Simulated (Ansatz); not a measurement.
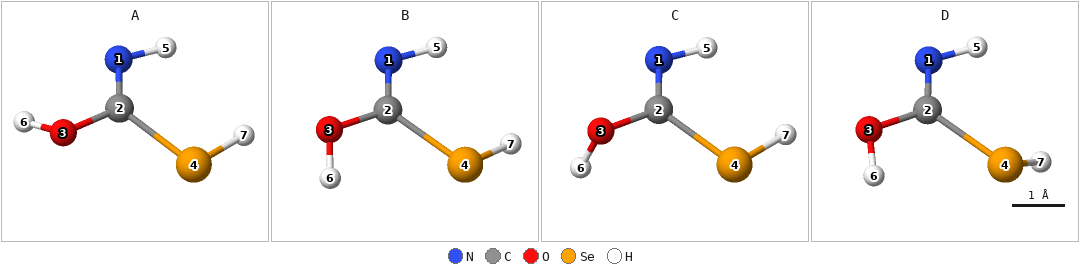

4 geometries from a converged minimum-energy path of CH₃NOSe, shuffled. Style: ball-and-stick. Shown from a free direction.

All numbers below come from RKS PBE0-D4/def2-SVP (Ansatz 0.2.0). Settings: 5 movable images; climbing image; force threshold 0.03 eV/Å; iteration limit 41; starting path by image-dependent pair potential.

Q: Which frame is the top of the path?

A: C. In order along the path, whose images run from 0 to 6: A (image 1, +0.10 eV), C (image 3, +0.41 eV), B (image 5, +0.28 eV), D (image 6, +0.26 eV). The motion is a rotation about the C2–O3 bond by about 160°, with a turn of about 35° about C2–Se4. No bond forms or breaks between the ends. Among the angles between lasting bonds that change up to the highest image: C2–O3–H6 105.8° → 109.4°, C2–Se4–H7 93.5° → 95.5°.

The run took of the order of 4 core-minutes on a shared host.
